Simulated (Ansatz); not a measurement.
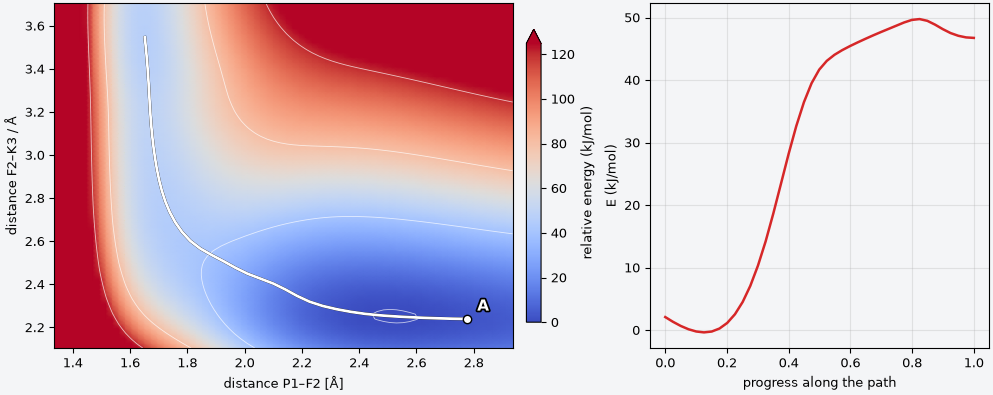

The system P + FK, spin multiplicity 4. 
- Coordinates scanned: (1) distance P1–F2; (2) distance F2–K3.
- Nothing is relaxed (the angle P1–F2–K3 is fixed at 100 degrees).
- Grid: 13 × 13 points.
- Energies are in kJ/mol, from the lowest grid point.
- Computed with Ansatz, UKS PBE0-D4/def2-SVPD.

In the figure: a smooth colour map with a few white contour lines, a line along the lowest path, one colour for all values above the top of the scale, the energy along the path at the right, the start A. Between grid points the surface is interpolated.

> Describe the path and its barrier.

The easiest path runs from the side where the first distance is long, about distance P1–F2 = 2.78 Å, distance F2–K3 = 2.24 Å, to the side where the second distance is long, about distance P1–F2 = 1.65 Å, distance F2–K3 = 3.55 Å. Its highest point, at about distance P1–F2 = 1.67 Å, distance F2–K3 = 3.19 Å, lies about 48 kJ/mol above the start and 3 kJ/mol above the end on the interpolated surface. On the way it dips to about 2.5 kJ/mol below the lower end.
